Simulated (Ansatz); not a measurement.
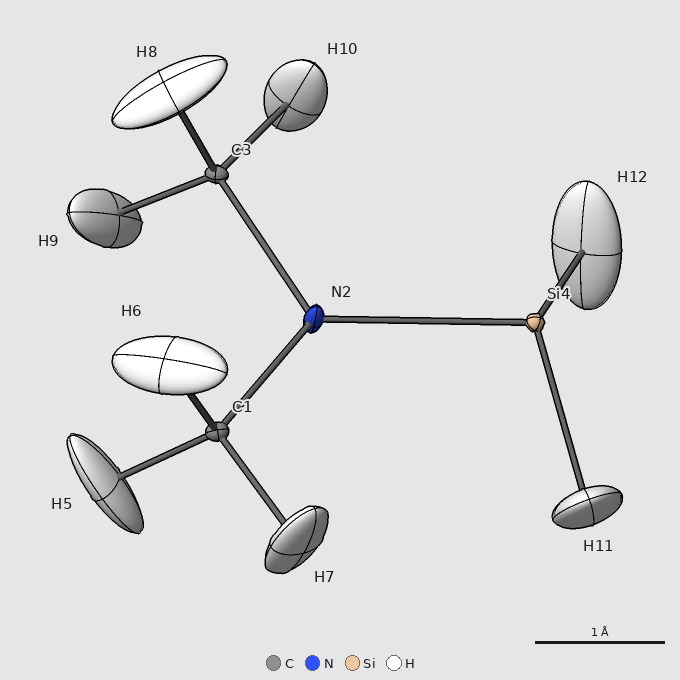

Displacement ellipsoids at the 50 % level, from the internal vibrations of the free molecule (harmonic, no overall translation or rotation; no half-axis is drawn under 0.075 Å). The species is neutral and a spin doublet. Vibrations computed with UKS PBE0-D4/def2-TZVP (Ansatz 0.2.0). Temperature: 400 K.

Which atom moves most?

Answer. H11, H12, with U_eq = 0.0577 Å².

Does H6 move more along its bond or across it?

Answer. Across it: the root-mean-square amplitude is 0.082 Å along the bond and up to 0.324 Å across, since bending and torsion are softer than stretching.

Give the displacement parameters, one line for each set of equivalent atoms.

```
    atom  U_eq (Å²)   rms amplitudes (Å)
  C1, C3     0.0023  0.038, 0.043, 0.059
      N2     0.0053  0.033, 0.049, 0.111
     Si4     0.0010  0.026, 0.034, 0.036
  H5, H9     0.0444  0.087, 0.148, 0.322
  H6, H8     0.0453  0.081, 0.156, 0.324
 H7, H10     0.0387  0.081, 0.153, 0.293
H11, H12     0.0577  0.091, 0.184, 0.362
```
